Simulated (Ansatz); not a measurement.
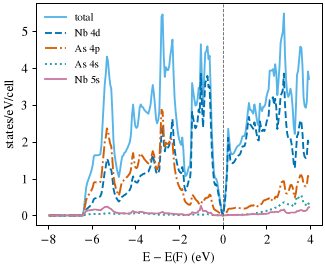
Figure. Total and projected density of states of NbAs in space group I4_1md (No. 109; Nb on 4a, As on 4a), PBEsol in the plane-wave PAW code Ansatz

Question: Which orbitals carry the states next to the Fermi level?

Answer: Within 0.5 eV of the Fermi level: Nb 4d 85 %, As 4p 12 %. Projections are on Löwdin-orthogonalised atomic valence shells; empty p or d shells of many metals are not among them.

Question: Where is the tallest occupied peak in this window, and what makes it?

Answer: Near -2.8 eV, about 5.5 states/eV per cell; the largest projected share is As 4p.

Symmetry was held in the PBEsol relaxation. The run is not spin-polarised. A small band overlap can be real or an error of a semilocal functional. Spin–orbit coupling is left out wherever it is not named.

Potentials: the earlier of the program's two PAW sets. The files were generated under PBE; for other functionals the program regenerates the frozen cores, and for LDA and PBEsol the local potential too.
